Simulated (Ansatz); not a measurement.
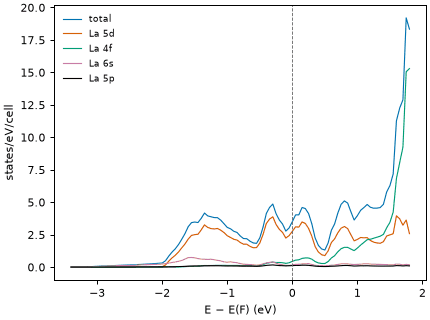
Figure. Total and projected density of states of La (hcp (Mg type), P6_3/mmc), the program Ansatz at the PBEsol level (PAW)

**Question.** Which orbitals carry the states next to the Fermi level?

**Answer.** Within 0.5 eV of the Fermi level: La 5d 77 %, La 4f 12 %, La 6s 6 %. Projections are on Löwdin-orthogonalised atomic valence shells; empty p or d shells of many metals are not among them.

**Question.** Where is the tallest occupied peak in this window, and what makes it?

**Answer.** Near -0.3 eV, about 4.9 states/eV per cell; the largest projected share is La 5d.

The workflow started from an entry of the Crystallography Open Database (COD). Its sites differ from those of the usual phase in this space group: another stacking or structure type. The PBEsol relaxation kept the symmetry of its start; whether a distortion lowers the energy is not shown. Spin–orbit coupling is left out wherever it is not named.

Potentials: the earlier of the program's two PAW sets. The files were generated under PBE; for other functionals the program regenerates the frozen cores, and for LDA and PBEsol the local potential too.
